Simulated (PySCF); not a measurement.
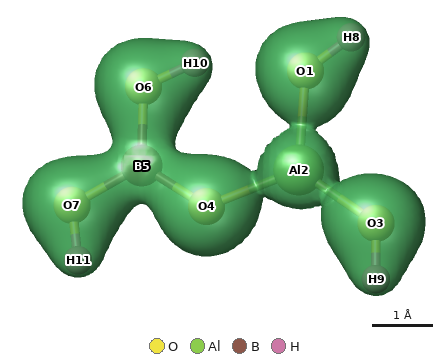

Figure 1: AlBH₄O₅. Isosurface of the total electron density at 0.6 e/Å³ (green), seen at a tilt.

Geometry: PBE0-D3(BJ)/def2-SVP.

These are results of PySCF, PBE0/pcSseg-1, SCF density, gas phase, non-relativistic, not measurements.

```xyz
11

O     1.4024   -1.2205   -0.7341
Al    0.0335   -1.1457    0.2734
O    -0.5949   -2.5089    1.0418
O    -0.5926    0.4309    0.3938
B    -0.1287    1.5751   -0.2330
O     0.9462    1.5798   -1.0641
O    -0.7686    2.7600   -0.0192
H     1.9236   -1.9924   -0.9587
H    -1.3583   -2.5308    1.6200
H     1.3491    0.7038   -1.1630
H    -1.5084    2.6327    0.5807
```

**What does this surface tell about the bonding?**

At this value the surface is in one piece. It bridges the sampled B–O (1.36 Å), Al–O (1.69 Å) and O–H (0.96 Å) contacts, where the density stays above the isovalue. On the grid the lowest density along these lines, outside the cores, is 1.6 e/Å³ (B–O, 1.36 Å), 0.76 e/Å³ (Al–O, 1.69 Å) and 2.4 e/Å³ (O–H, 0.96 Å).
